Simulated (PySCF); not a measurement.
## Geometry relaxation of C₈H₁₃FSi₂ (part 1 of 2)

C₈H₁₃FSi₂, SMILES Fc1ccc([SiH2]CC[SiH3])cc1, computed with PBE0-D3(BJ)/def2-SVP geometry optimisation, gas phase (PySCF 2.14.0).

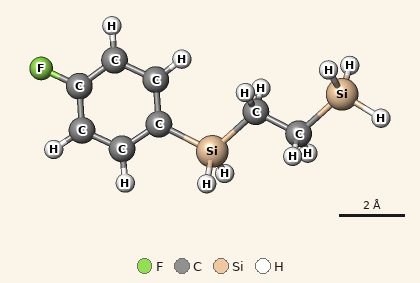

Figure 1. The starting structure (ball-and-stick view, seen at a tilt). Bond lengths as drawn: C–C 1.37 to 1.53 Å, C–F 1.32 Å, C–H 1.04 to 1.11 Å, C–Si 1.88 to 1.90 Å and H–Si 1.43 to 1.48 Å.

Input:
```
{"job": {"xc": "PBE0", "basis": "def2-SVP", "d3": "d3bj", "grid": 1, "shake": 0.01, "kind": "geom"}, "charge": 0, "multiplicity": 1}
F     -5.356270     0.668760     0.091570
C     -4.094610     0.291560    -0.008780
C     -3.105220     1.240790     0.054860
C     -1.737330     0.823980    -0.034360
C     -1.450350    -0.528250    -0.205440
Si     0.330900    -1.129420    -0.335580
C      1.580840     0.245150     0.084680
C      3.028300    -0.256590     0.083540
Si     4.275620     1.111750     0.490280
C     -2.492390    -1.444160    -0.252480
C     -3.820060    -1.051950    -0.159140
H     -3.332500     2.285030     0.198370
H     -1.009590     1.566820     0.017490
H      0.494000    -2.255900     0.605470
H      0.567860    -1.619910    -1.705350
H      1.343900     0.692580     1.069060
H      1.486830     1.071090    -0.641690
H      3.095570    -1.059640     0.827650
H      3.232610    -0.720700    -0.878140
H      4.173200     2.149670    -0.556860
H      5.607930     0.535070     0.487460
H      3.968870     1.680000     1.763220
H     -2.251800    -2.477450    -0.409990
H     -4.624030    -1.759140    -0.222200
```

The first line tells a small driver script what to run in PySCF; the rest is the geometry in Å.

Launched with:
```bash
OMP_NUM_THREADS=2 python <driver script> task.json out
```

The program's output:
```
step   0  E = -990.31954011  max force = 0.066071
step   1  E = -990.32902556  max force = 0.011189
step   2  E = -990.32939294  max force = 0.002790
step   3  E = -990.32947027  max force = 0.002911
step   4  E = -990.32952738  max force = 0.002225
step   5  E = -990.32956323  max force = 0.001294
step   6  E = -990.32958309  max force = 0.000639
step   7  E = -990.32958922  max force = 0.000665
step   8  E = -990.32960309  max force = 0.000458
step   9  E = -990.32962075  max force = 0.000450
step  10  E = -990.32963290  max force = 0.000361
optimisation converged
```

Trajectory as extended XYZ (Å, eV, eV/Å), 11 frames, from step=0 to step=10:
```
24
Properties=species:S:1:pos:R:3:forces:R:3 step=0 energy=-26947.96729
F    -5.3563    0.6688    0.0916   -0.6170   0.2285   0.0045
C    -4.0946    0.2916   -0.0088   -0.2219   0.1115   0.1099
C    -3.1052    1.2408    0.0549    2.1500  -0.2907   0.0030
C    -1.7373    0.8240   -0.0344   -3.3975  -0.9513  -0.0975
C    -1.4504   -0.5282   -0.2054    1.0582   0.3750   0.1370
Si    0.3309   -1.1294   -0.3356   -0.1270   0.7991   0.2938
C     1.5808    0.2452    0.0847   -0.1256   0.0994  -0.0219
C     3.0283   -0.2566    0.0835   -0.4794   0.2261   0.4800
Si    4.2756    1.1118    0.4903   -0.5638  -0.8929  -1.2557
C    -2.4924   -1.4442   -0.2525   -0.5058   0.2352  -0.1534
C    -3.8201   -1.0519   -0.1591    0.7075  -0.1511  -0.1096
H    -3.3325    2.2850    0.1984   -0.2845   0.4357   0.0213
H    -1.0096    1.5668    0.0175    1.6130   1.3580   0.1063
H     0.4940   -2.2559    0.6055    0.1386  -0.3330   0.2007
H     0.5679   -1.6199   -1.7053    0.1783  -0.1888  -0.3892
H     1.3439    0.6926    1.0691   -0.1481  -0.1118  -0.0698
H     1.4868    1.0711   -0.6417   -0.1864  -0.0079  -0.0656
H     3.0956   -1.0596    0.8276    0.3054  -0.1849   0.1673
H     3.2326   -0.7207   -0.8781    0.4019  -0.1639  -0.4756
H     4.1732    2.1497   -0.5569    0.0369   0.3133  -0.1940
H     5.6079    0.5351    0.4875    0.8727  -0.1908   0.0596
H     3.9689    1.6800    1.7632   -0.2644   0.5807   1.2535
H    -2.2518   -2.4775   -0.4100    0.0109  -0.8481  -0.0121
H    -4.6240   -1.7591   -0.2222   -0.5521  -0.4472   0.0076
24
Properties=species:S:1:pos:R:3:forces:R:3 step=1 energy=-26948.22540
F    -5.4175    0.7026    0.0743    0.1591  -0.0379  -0.0058
C    -4.1472    0.3097   -0.0311    0.0180   0.0923   0.0093
C    -3.1301    1.2562    0.0312   -0.1652  -0.0803  -0.0393
C    -1.8106    0.8256   -0.0961    0.4268   0.5754   0.1092
C    -1.4792   -0.5242   -0.2669   -0.1153  -0.0441  -0.0356
Si    0.2954   -1.1226   -0.4207    0.1580  -0.0450  -0.0694
C     1.5678    0.2326   -0.0797   -0.0336   0.0604   0.0417
C     3.0091   -0.2932   -0.0911    0.0081  -0.1530  -0.1649
Si    4.3075    1.0352    0.2437   -0.0692   0.1040   0.2495
C    -2.5402   -1.4443   -0.3207    0.1223  -0.0963  -0.0212
C    -3.8649   -1.0405   -0.2058   -0.2132  -0.0730  -0.0386
H    -3.3872    2.3089    0.1722    0.0401  -0.0375  -0.0148
H    -1.0170    1.5986   -0.0485   -0.3013  -0.3932  -0.0237
H     0.5145   -2.2632    0.5283   -0.0180   0.0351   0.0186
H     0.5533   -1.6732   -1.7946   -0.0571   0.0293   0.0294
H     1.3360    0.6984    0.8945   -0.0121  -0.0043   0.0089
H     1.4422    1.0320   -0.8319   -0.0182  -0.0117  -0.0039
H     3.1294   -1.0899    0.6635    0.0391   0.0053   0.0188
H     3.2393   -0.7728   -1.0621   -0.0066   0.0469   0.0709
H     4.2265    2.1201   -0.7826   -0.0122   0.0005  -0.0252
H     5.7016    0.4882    0.2479   -0.0535  -0.0331  -0.0149
H     4.0283    1.6456    1.5929    0.0678  -0.0343  -0.1498
H    -2.3291   -2.5107   -0.4610   -0.0300   0.0500   0.0283
H    -4.6916   -1.7552   -0.2586    0.0662   0.0446   0.0226
24
Properties=species:S:1:pos:R:3:forces:R:3 step=2 energy=-26948.23540
F    -5.3643    0.7664    0.0565   -0.0291  -0.0439  -0.0158
C    -4.1106    0.3307   -0.0459   -0.0240   0.0744   0.0180
C    -3.0759    1.2546    0.0209    0.0175   0.0933   0.0077
C    -1.7596    0.8104   -0.0883   -0.1435  -0.0234  -0.0105
C    -1.4776   -0.5514   -0.2646    0.1352  -0.0480   0.0010
Si    0.2960   -1.1506   -0.4207    0.0327  -0.1122  -0.0263
C     1.5489    0.2147   -0.0679   -0.0141   0.0268   0.0254
C     2.9967   -0.2919   -0.0909    0.0034  -0.0476  -0.0368
Si    4.2672    1.0610    0.2512   -0.0116   0.0351   0.0586
C    -2.5522   -1.4560   -0.3213    0.0605   0.0228  -0.0085
C    -3.8718   -1.0290   -0.2142    0.0246   0.0799  -0.0061
H    -3.3137    2.3110    0.1575   -0.0241   0.0085   0.0023
H    -0.9507    1.5487   -0.0347   -0.0783  -0.0950  -0.0052
H     0.5170   -2.2918    0.5255    0.0092   0.0086   0.0149
H     0.5430   -1.6882   -1.7988   -0.0052   0.0075  -0.0010
H     1.3115    0.6680    0.9112    0.0003  -0.0152   0.0014
H     1.4085    1.0179   -0.8132    0.0004  -0.0022  -0.0030
H     3.1402   -1.0919    0.6566    0.0010   0.0095   0.0072
H     3.2319   -0.7552   -1.0658    0.0094   0.0226   0.0082
H     4.1580    2.1463   -0.7735   -0.0049  -0.0044  -0.0072
H     5.6633    0.5250    0.2335    0.0011  -0.0149  -0.0062
H     4.0038    1.6642    1.5978    0.0143  -0.0022  -0.0298
H    -2.3602   -2.5255   -0.4528    0.0140   0.0112   0.0036
H    -4.7130   -1.7235   -0.2609    0.0112   0.0089   0.0079
24
Properties=species:S:1:pos:R:3:forces:R:3 step=3 energy=-26948.23750
F    -5.3690    0.7681    0.0235   -0.0366   0.0217  -0.0062
C    -4.1098    0.3482   -0.0630   -0.0117  -0.0527  -0.0037
C    -3.0778    1.2726    0.0134    0.0583  -0.1211  -0.0035
C    -1.7677    0.8053   -0.0819   -0.0249  -0.0357  -0.0467
C    -1.4709   -0.5549   -0.2586   -0.0117   0.0087   0.0320
Si    0.3013   -1.1656   -0.4134   -0.0293   0.0013   0.0155
C     1.5487    0.2012   -0.0537    0.0103  -0.0092  -0.0017
C     2.9995   -0.2969   -0.0882   -0.0040   0.0243   0.0466
Si    4.2588    1.0665    0.2549    0.0204  -0.0144  -0.0607
C    -2.5460   -1.4558   -0.3221   -0.0767   0.1497   0.0098
C    -3.8620   -1.0108   -0.2262    0.0102  -0.0730  -0.0039
H    -3.3091    2.3306    0.1463    0.0098   0.0091   0.0029
H    -0.9581    1.5307   -0.0211    0.1238   0.1272   0.0117
H     0.5209   -2.3072    0.5322   -0.0047   0.0007   0.0060
H     0.5409   -1.6958   -1.7943    0.0059  -0.0064  -0.0099
H     1.3113    0.6458    0.9293    0.0045  -0.0167  -0.0015
H     1.4010    1.0079   -0.7938   -0.0007   0.0036   0.0025
H     3.1564   -1.0998    0.6537   -0.0163   0.0056   0.0002
H     3.2345   -0.7487   -1.0671    0.0149   0.0039  -0.0267
H     4.1314    2.1515   -0.7690    0.0010  -0.0055   0.0038
H     5.6544    0.5321    0.2174    0.0243   0.0006   0.0004
H     4.0125    1.6671    1.6007   -0.0154   0.0151   0.0435
H    -2.3609   -2.5262   -0.4478   -0.0075  -0.0176  -0.0066
H    -4.7040   -1.7022   -0.2740   -0.0438  -0.0192  -0.0038
24
Properties=species:S:1:pos:R:3:forces:R:3 step=4 energy=-26948.23906
F    -5.3856    0.7559    0.0092    0.0309   0.0586   0.0059
C    -4.1235    0.3411   -0.0703    0.0013  -0.0792  -0.0154
C    -3.0904    1.2654    0.0095   -0.0173   0.0652   0.0078
C    -1.7732    0.8179   -0.0831   -0.0293  -0.0450  -0.0142
C    -1.4706   -0.5412   -0.2554   -0.0718   0.0233   0.0133
Si    0.2999   -1.1602   -0.4065   -0.0091   0.0191   0.0043
C     1.5555    0.2015   -0.0480    0.0083  -0.0093  -0.0117
C     3.0055   -0.2999   -0.0848   -0.0077   0.0107   0.0207
Si    4.2724    1.0583    0.2545    0.0069  -0.0069  -0.0185
C    -2.5477   -1.4396   -0.3225   -0.0092  -0.1144  -0.0183
C    -3.8708   -1.0165   -0.2331    0.0769   0.0449   0.0051
H    -3.3296    2.3219    0.1424    0.0031   0.0118  -0.0008
H    -0.9693    1.5543   -0.0198    0.0294   0.0463   0.0052
H     0.5140   -2.3019    0.5405   -0.0103   0.0059   0.0043
H     0.5394   -1.6929   -1.7872   -0.0010  -0.0034   0.0011
H     1.3210    0.6456    0.9357    0.0027  -0.0091   0.0046
H     1.4100    1.0094   -0.7873   -0.0082   0.0038   0.0048
H     3.1596   -1.1036    0.6565   -0.0051   0.0004   0.0006
H     3.2382   -0.7512   -1.0651    0.0053   0.0033  -0.0078
H     4.1463    2.1436   -0.7689    0.0006  -0.0027   0.0006
H     5.6678    0.5206    0.2142    0.0030   0.0005   0.0005
H     4.0291    1.6599    1.6024   -0.0040   0.0053   0.0134
H    -2.3546   -2.5089   -0.4493   -0.0008  -0.0232  -0.0022
H    -4.7072   -1.7158   -0.2863    0.0054  -0.0060  -0.0036
24
Properties=species:S:1:pos:R:3:forces:R:3 step=5 energy=-26948.24003
F    -5.3675    0.7842    0.0042   -0.0110  -0.0504  -0.0044
C    -4.1125    0.3475   -0.0751   -0.0100   0.0666   0.0021
C    -3.0759    1.2680    0.0068    0.0151  -0.0037  -0.0102
C    -1.7635    0.8094   -0.0867    0.0234   0.0296   0.0166
C    -1.4744   -0.5528   -0.2565    0.0273  -0.0073  -0.0105
Si    0.2969   -1.1682   -0.4036    0.0143  -0.0128  -0.0110
C     1.5501    0.1966   -0.0438    0.0064  -0.0030  -0.0112
C     3.0025   -0.2979   -0.0814   -0.0048  -0.0077  -0.0101
Si    4.2662    1.0639    0.2573   -0.0065   0.0053   0.0249
C    -2.5535   -1.4496   -0.3272    0.0330  -0.0014  -0.0021
C    -3.8712   -1.0123   -0.2389   -0.0410   0.0216   0.0007
H    -3.3082    2.3264    0.1406   -0.0050  -0.0101  -0.0054
H    -0.9521    1.5424   -0.0226   -0.0422  -0.0497  -0.0044
H     0.5104   -2.3096    0.5439   -0.0033   0.0054   0.0056
H     0.5406   -1.7010   -1.7840    0.0006  -0.0019   0.0071
H     1.3144    0.6376    0.9408    0.0014  -0.0040   0.0078
H     1.4013    1.0055   -0.7813   -0.0090   0.0026   0.0055
H     3.1586   -1.1023    0.6585    0.0042  -0.0016   0.0011
H     3.2370   -0.7465   -1.0631   -0.0014   0.0039   0.0098
H     4.1351    2.1501   -0.7642   -0.0004  -0.0002  -0.0025
H     5.6650    0.5338    0.2161   -0.0112  -0.0018   0.0002
H     4.0191    1.6627    1.6079    0.0071  -0.0032  -0.0157
H    -2.3676   -2.5207   -0.4556    0.0013   0.0143   0.0054
H    -4.7147   -1.7036   -0.2949    0.0117   0.0096   0.0004
```
